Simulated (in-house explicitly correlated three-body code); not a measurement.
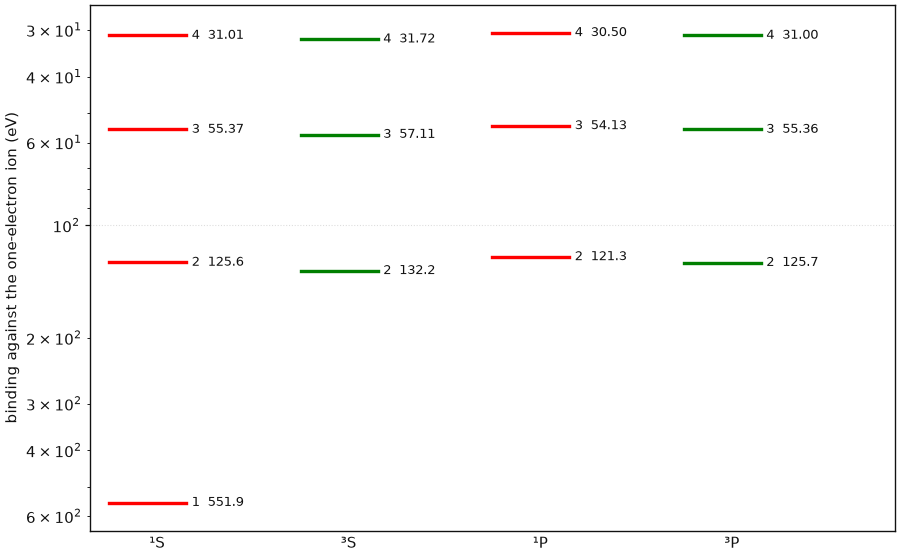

Two electrons around a point charge of unknown size. Computed variationally in 260 exponentially correlated functions with an in-house code, non-relativistic, converged to about 10⁻⁸ of the energy. The plot shows the bound S and P states that converged, by term and principal number n, on a logarithmic scale of binding.

Question: What is the nuclear charge?

Answer: Z = 7 (nitrogen). The outer electron of the excited states sees a charge of Z − 1, so they are bound by about 13.6 (Z − 1)²/n² eV. The ground state is bound by 551.9 eV. The n = 2 states drawn run, from the deepest, 2 ³S (132.2 eV), 2 ³P (125.7 eV), 2 ¹S (125.6 eV), 2 ¹P (121.3 eV). Exchange puts 2 ³S below 2 ¹S by 6.59 eV and 2 ³P below 2 ¹P by 4.39 eV. Quantum defects n − (Z − 1)/√(2 E(binding)): 2 ³S 0.075, 2 ³P 0.026, 2 ¹S 0.025, 2 ¹P −0.009.
